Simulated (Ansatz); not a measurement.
Fields on a plane of ZnS (wurtzite)

```yaml
crystal:
  lattice:
    - [3.78216, 0.00000, 0.00000]
    - [-1.89108, 3.27544, 0.00000]
    - [0.00000, 0.00000, 6.20766]
  atoms:
    - { symbol: Zn, position: [0.66667, 0.33333, 0.99968] }
    - { symbol: Zn, position: [0.33333, 0.66667, 0.49968] }
    - { symbol: S, position: [0.66667, 0.33333, 0.62552] }
    - { symbol: S, position: [0.33333, 0.66667, 0.12552] }
```

The slice is a (1 -1 0 0) plane (indices of the conventional cell) through the point (0.667, 0.333, 1.000) (fractional), spanned by u = [110] and v = [001] in vectors of this cell: u (3.78 Å) and v (6.21 Å, at 90° to u). It covers one period; positions are fractions (u, v).

Atoms on it: Zn at (0.00, 0.00); S at (0.00, 0.63).

Computed with PBEsol (plane waves to 420 eV, PAW, scalar-relativistic; Ansatz, a quantum-chemistry and plane-wave program). k mesh 10×10×6. These are valence fields of a PAW run, semicore shells included where kept as valence: close to a nucleus they are smooth pseudo fields. ZnS was relaxed with its symmetry unable to fall.

```
|xxxxxxxx..++%%%%%%%%++..xxxxxx|
|xxxxxxxx--##%%@@@@%%##--xxxxxx|
|xxxxxx::++%%@@@@@@@@%%++::xxxx|
|    --++##%%@@@@@@@@%%##++--  |
|    --**%%@@@@@@@@@@@@%%**--  |
|xxxxxx::**%%@@@@@@@@%%**::xxxx|
|xxxxxxxx==##@@@@@@@@##==xxxxxx|
|xxxxxxxx..**%%%%%%%%**..xxxxxx|
|xxxxxxxx  ++********++  xxxxxx|
|xxxxxxxx  ++++++++++++  xxxxxx|
|xxxxxxxx--++==----==++--xxxxxx|
|xxxxxx::++++==----==++++::xxxx|
|..::==****++==----==++****==::|
|####%%%%%%##++++++++##%%%%%%##|
|@@@@@@@@%%%%##****##%%%%@@@@@@|
|@@@@@@@@@@%%%%%%%%%%%%@@@@@@@@|
|@@@@@@@@@@@@%%%%%%%%@@@@@@@@@@|
|%%%%%%@@@@%%%%####%%%%@@@@%%%%|
|****##%%%%##********##%%%%##**|
|  ::==++##**++====++**##++==::|
|xxxxxx::++++==----==++++::xxxx|
|xxxxxxxx--++++====++++--xxxxxx|
|xxxxxxxx  ++********++  xxxxxx|
|xxxxxxxx  ++########++  xxxxxx|
```
Scale: ten equal steps from -1.00 (start of ' ') to 7.39 (end of '@'), in the order ' .:-=+*#%@'. Values: electrostatic potential energy of an electron, from the cell's mean, in eV. The map has 15 points along u (two characters each, u = 0 at the left) and 24 along v (v = 0 in the bottom row). Points within 1 Å of a nucleus are blanked (x), as the pseudised field means little there. Values under -1 eV are set to -1. The zero, the cell's mean, hangs on the PAW cores.

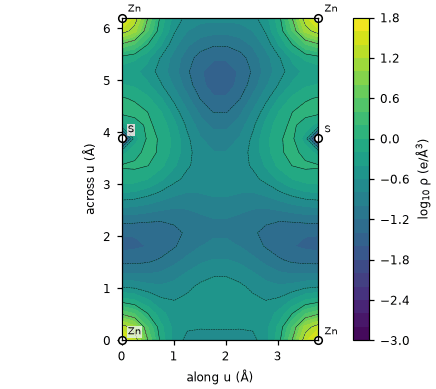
Fig. 1. Log₁₀ of the valence density in e/Å³, one period of the plane, atoms marked. The scale is logarithmic, as a density can span decades between atoms and voids; values under 0.001 e/Å³ are set to 0.001.
